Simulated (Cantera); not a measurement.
A closed system holds: 1 mol NaI, 36 mol H₂, at 9.90 mbar.

These are equilibrium values from Cantera (NASA tables, ideal gas, pure condensed phases), not measurements of a reactor. Candidate condensed phases: I₂, Na, NaI; 9 gas species. Gases not in the tables: NaBr and NaI dimers. The numbers say what is thermodynamically allowed, not how fast it happens.

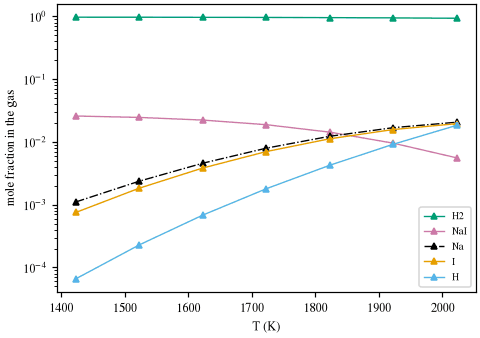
Figure. Equilibrium gas composition (values under 1e-9 drawn at 1e-9)

### Question
Read off the mole fractions at 1623 K.

### Answer
H₂ about 0.97, NaI about 0.022, Na about 0.0046, I about 0.0038, H about 0.00068.
